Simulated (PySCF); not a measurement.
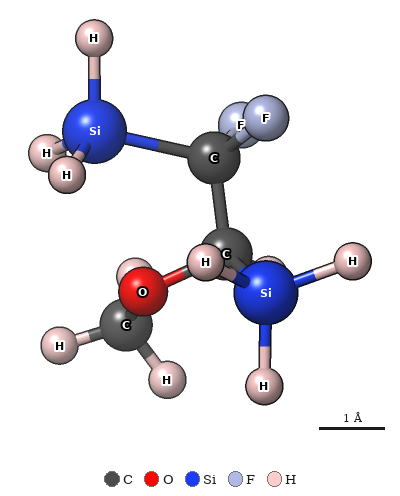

*The input geometry (ball-and-stick view, seen at a tilt).*

## C3H10F2OSi2: NMR shielding calculation

- system: C3H10F2OSi2
- method: GIAO PBE0/pcSseg-1 NMR shielding, non-relativistic, gas phase (PySCF 2.14.0)

The geometry comes from this level: GFN2-xTB. It belongs to a series of runs on one base structure; here: constitutional isomer. Figures and captions count atoms from 1; the log counts them from 0 in places.

## Output
```
coarse grid: 15968 points
cycle   1  E = -973.2928488221  dE =  7.136e-01  |g| = 7.804e-01  |ddm| = 3.654e+00
cycle   2  E = -973.1663059198  dE =  1.265e-01  |g| = 1.188e+00  |ddm| = 1.258e+00
cycle   3  E = -973.3945239452  dE = -2.282e-01  |g| = 7.178e-02  |ddm| = 8.197e-01
cycle   4  E = -973.3952771676  dE = -7.532e-04  |g| = 3.748e-02  |ddm| = 7.585e-02
cycle   5  E = -973.3955285126  dE = -2.513e-04  |g| = 9.639e-03  |ddm| = 3.087e-02
cycle   6  E = -973.3955415740  dE = -1.306e-05  |g| = 3.052e-03  |ddm| = 8.547e-03
cycle   7  E = -973.3955435242  dE = -1.950e-06  |g| = 5.506e-04  |ddm| = 3.345e-03
final grid: 145616 points
cycle   8  E = -973.4669258041  dE = -4.003e-05  |g| = 1.128e-02  |ddm| = 2.462e-02
cycle   9  E = -973.4668991969  dE =  2.661e-05  |g| = 1.689e-02  |ddm| = 1.711e-02
cycle  10  E = -973.4669493100  dE = -5.011e-05  |g| = 1.142e-03  |ddm| = 1.022e-02
cycle  11  E = -973.4669495908  dE = -2.807e-07  |g| = 2.841e-04  |ddm| = 1.310e-03
cycle  12  E = -973.4669496068  dE = -1.602e-08  |g| = 1.100e-04  |ddm| = 3.388e-04
cycle  13  E = -973.4669496086  dE = -1.774e-09  |g| = 3.192e-05  |ddm| = 9.138e-05
cycle  14  E = -973.4669496087  dE = -1.735e-10  |g| = 4.648e-06  |ddm| = 2.746e-05
```

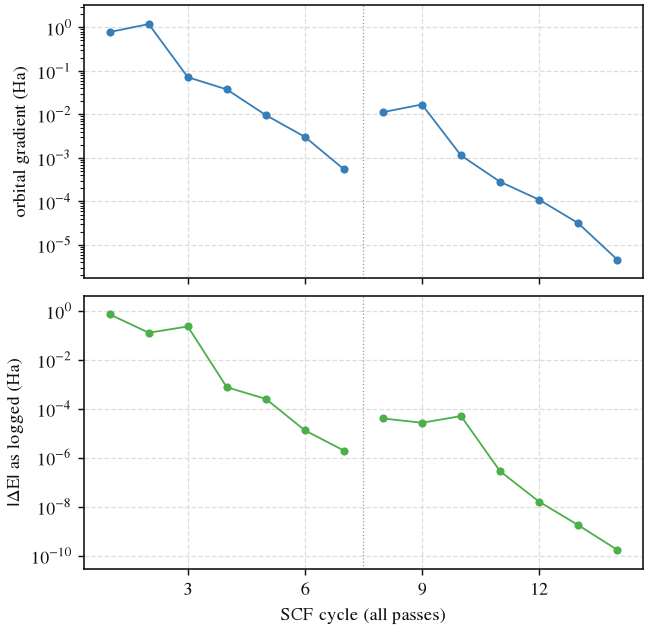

*Convergence of the self-consistent field: orbital gradient and size of the energy change against the SCF cycle. The dotted line marks the change from a coarse to the final integration grid.*

The first 7 cycles use a coarse grid, the final grid takes over at cycle 8, and the field converges after 14 cycles in all.

```
converged SCF energy = -973.4669496087

GIAO shielding tensors (ppm)
atom      isotropic    diamagn.    paramagn.     s11        s22        s33       span
  0 C      124.550     245.338    -120.788     89.125    102.276    182.248     93.123
  1 O      305.793     398.622     -92.829    247.592    317.855    351.933    104.341
  2 C      105.466     253.230    -147.764     84.659     89.642    142.098     57.440
  3 Si     424.279     880.220    -455.940    405.750    413.360    453.729     47.980
  4 C       43.482     247.045    -203.563     28.790     49.066     52.591     23.800
  5 F      274.775     475.324    -200.549    157.937    310.215    356.173    198.235
  6 F      290.376     474.351    -183.975    166.709    316.761    387.657    220.948
  7 Si     427.004     879.935    -452.930    410.171    417.680    453.161     42.990
  8 H       28.252      30.920      -2.668     24.208     26.618     33.930      9.722
  9 H       28.058      29.577      -1.519     24.118     24.934     35.122     11.004
 10 H       28.147      29.608      -1.461     23.832     25.811     34.798     10.967
 11 H       28.207      33.004      -4.797     27.082     27.704     29.836      2.754
 12 H       27.960      29.284      -1.324     24.438     26.271     33.169      8.731
 13 H       27.873      29.599      -1.726     24.225     27.329     32.063      7.838
 14 H       27.708      28.964      -1.256     23.849     26.006     33.269      9.420
 15 H       27.948      28.818      -0.870     24.634     25.918     33.294      8.660
 16 H       27.478      30.329      -2.851     23.753     27.107     31.575      7.823
 17 H       27.878      30.311      -2.433     24.117     27.470     32.046      7.929
```

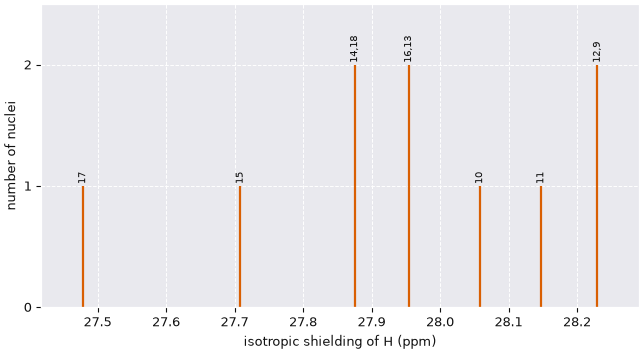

*Isotropic shieldings of the hydrogen nuclei in this fixed geometry, labelled by atom number; shielding grows to the right, so chemical shift grows to the left.*

The least shielded is H17 (27.5 ppm), the most shielded H9 (28.3 ppm).

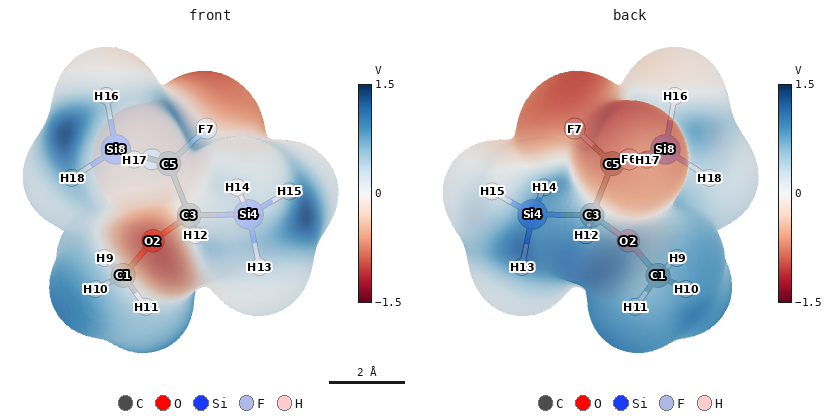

*The molecular electrostatic potential painted on the density surface at 0.002 e/bohr³, seen face on and from behind; the colour scale runs from red (negative) to blue (positive).*

Its dipole moment is 2.53 D.

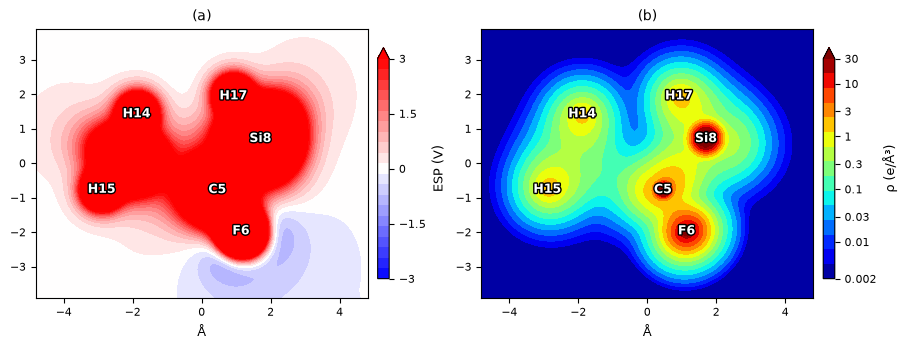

*(a) molecular electrostatic potential; (b) total electron density on the plane of atoms F6, C5 and Si8.*

Atoms in the plane: C, F, Si and H. C–F (1.38 Å): ρ is about 2.1 e/Å³ halfway, with its minimum of 1.7 e/Å³ about 0.5 Å from C. C–Si (1.93 Å): ρ at the midpoint is about 0.93 e/Å³. Si–H (1.45 Å): ρ at the midpoint is about 0.82 e/Å³.

This output came from the following input.

## Input file
```
{"job": {"kind": "nmr", "xc": "PBE0", "basis": "pcSseg-1"}, "charge": 0, "multiplicity": 1}
C     -1.597330    -1.515960     0.020858
O     -0.692263    -0.596444    -0.541559
C     -0.457151     0.575308     0.244714
Si    -0.457720     2.021845    -1.007826
C      0.879001     0.388231     0.925621
F      0.723493     0.097679     2.263168
F      1.585335     1.571120     0.933211
Si     1.857974    -1.016651     0.027187
H     -1.294038    -1.816417     1.028982
H     -1.601906    -2.386748    -0.632770
H     -2.605206    -1.089242     0.064410
H     -1.248609     0.697030     0.991117
H     -1.762856     1.951159    -1.666422
H      0.617512     1.776936    -1.962944
H     -0.295580     3.284828    -0.294484
H      3.205665    -0.917725     0.591991
H      1.871313    -0.724117    -1.397928
H      1.263608    -2.294517     0.401014
```

The first line tells a small driver script what to run in PySCF; the rest is the geometry in Å.

Command:
```bash
OMP_NUM_THREADS=1 python <driver script> task.json out
```

## Key numbers

```csv
quantity,value
outcome,converged
total energy,−973.466950 hartree
HOMO,−7.82 eV
LUMO,0.59 eV
dipole moment,2.53 D
"isotropic shielding, C",43.5 to 124.5 ppm
"isotropic shielding, O",305.8 ppm
"isotropic shielding, Si",424.3 to 427.0 ppm
"isotropic shielding, F",274.8 to 290.4 ppm
"isotropic shielding, H",27.5 to 28.3 ppm
hardware,"1 CPU thread, shared host"
wall time,81 s
peak memory,0.91 GiB
```
